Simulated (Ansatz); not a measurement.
Formation energy of the bound charge states of N on the Si site (N_Si) in metastable 2H silicon carbide (start: the Si site; 96-site cell, 2×2×2 shifted sampling) against the Fermi level, Si-rich (Δμ(Si) = 0.00 eV, Δμ(N) = -1.86 eV, bounded by beta Si3N4; only phases computed here count, gases as isolated molecules at 0 K). Level of theory: PBE, PAW (plane waves to 420 eV; Ansatz, a program for electronic structure).

Set-up: 96-site cell; 2×2×2 shifted k-points; host gap 2.31 eV; charged states image-corrected; finite-size errors of tenths of an eV; flagged in the runs: a host whose relaxation on this sampling wasn't shown to rest, a strain field that reaches the edge of the cell.

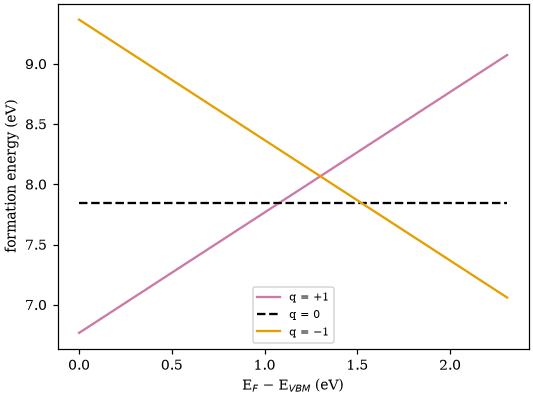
Figure: Formation energy of each charge state against the Fermi level

Crossings of the lowest lines: (+1/0) at 1.08 eV; (0/−1) at 1.52 eV. At the valence-band maximum: q = +1: 6.77 eV; q = 0: 7.84 eV; q = −1: 9.37 eV.
